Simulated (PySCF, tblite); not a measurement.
Molecule: C₃H₇F₃SSi, SMILES CCS[SiH2]C(F)(F)F.

Vertical TDDFT excitations, CAM-B3LYP/def2-SVPD with PySCF 2.14.0, at a GFN2-xTB geometry (a minimum by its frequencies), gas phase.

### Where does it absorb, and how strongly?

The lowest singlet lies at 5.47 eV (227 nm, f = 0.005); the brightest of the first 8 is S7 at 7.69 eV (161 nm), f = 0.131, mixed, the largest part being HOMO → LUMO+4 (30 %). No singlet lies below 3.1 eV (beyond 400 nm), so at this level no vertical transition falls in the visible.


```csv
state,E (eV),λ (nm),f,main character
S1,5.47,227,0.005,HOMO → LUMO (87 %)
S2,6.41,193,0.013,HOMO → LUMO+2 (73 %)
S3,6.98,178,0.003,HOMO → LUMO+3 (61 %)
S4,7.10,175,0.008,HOMO → LUMO+1 (69 %)
S5,7.34,169,0.007,HOMO−1 → LUMO (50 %)
S6,7.55,164,0.017,HOMO → LUMO+4 (46 %)
S7,7.69,161,0.131,HOMO → LUMO+4 (30 %)
S8,8.00,155,0.032,HOMO → LUMO+6 (68 %)
```

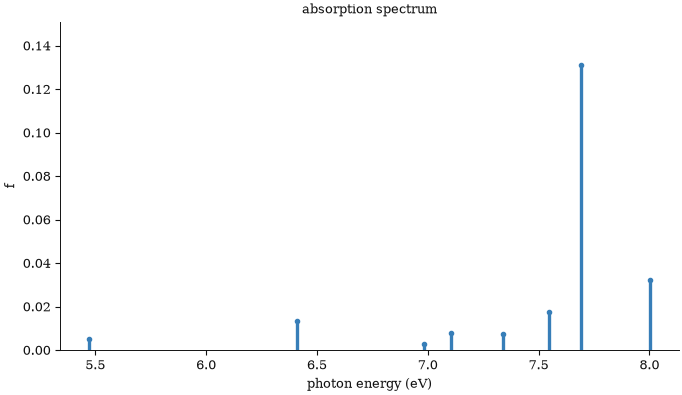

The lowest 8 singlet states are shown.

Known limits of this run: the tight-binding geometry is rougher than a DFT one and adds to the error; one conformer of a flexible molecule; core orbitals are frozen in the response.
